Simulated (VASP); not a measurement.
Band structure of Al (relaxed from the hcp structure, space group P6_3/mmc). Method: PBEsol GGA, VASP's PBE PAW potentials (set 64) (plane waves; VASP 6.6.1).

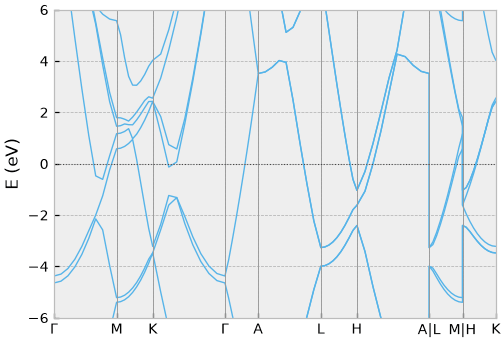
Figure. Bands along high-symmetry lines, zero at the valence-band maximum or, without a gap, the Fermi level

Q: Read the plot: is there a gap, and where are the band edges?

A: It has no gap at this level: it comes out as a metal or semimetal. (Edges off the drawn lines would not show.)

The structure was generated: Al was put into the hcp type (P6_3/mmc), which need not be its known phase. It was relaxed first.
